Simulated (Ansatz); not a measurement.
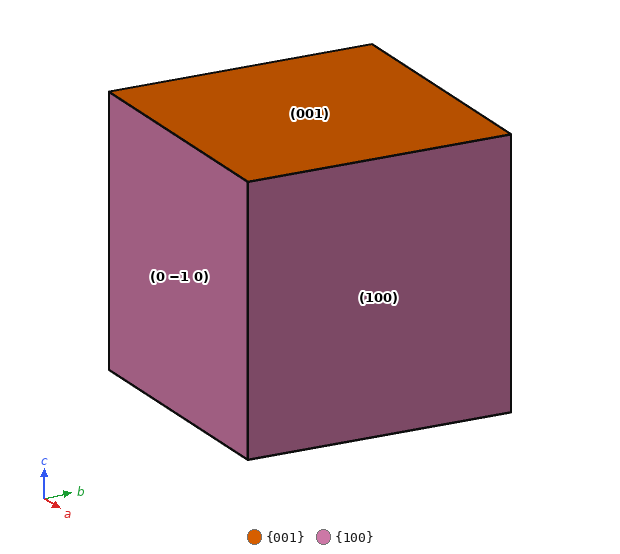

KGe₂, space group P4/mmm (No. 123), a = 4.785 Å, b = 4.785 Å, c = 4.814 Å, α = 90.00°, β = 90.00°, γ = 90.00°. BFDH (Bravais–Friedel–Donnay–Harker) growth shape, computed from the cell and space group alone: each face lies at a distance from the centre proportional to 1/d(hkl), with d taken for the first order that the space group does not extinguish. It ignores bonding, solvent and kinetics. Origin: the end point of a relaxation with DFT PBE+D3(BJ), scalar-relativistic, plane waves, PAW (Ansatz 0.2.0); the starting structure was generated, so it need not be a known form of this composition. Forms under 0.4 % of the area are left out.

### Describe the habit.

It is roughly equant (blocky). Widths along a, b and c stand as 1.00 : 1.00 : 0.99.

### How many faces does the whole crystal have, by form?

6 faces: 4 of {100} and 2 of {001}.

### Which form makes up most of the surface, and how much?

{100}, with 4 faces and about 67 % of the area; its spacing is d = 4.785 Å.

### List the forms with their spacings and shares.

```
 form  faces  d (Å)  share of area (%)
{100}      4  4.785               66.5
{001}      2  4.814               33.5
```
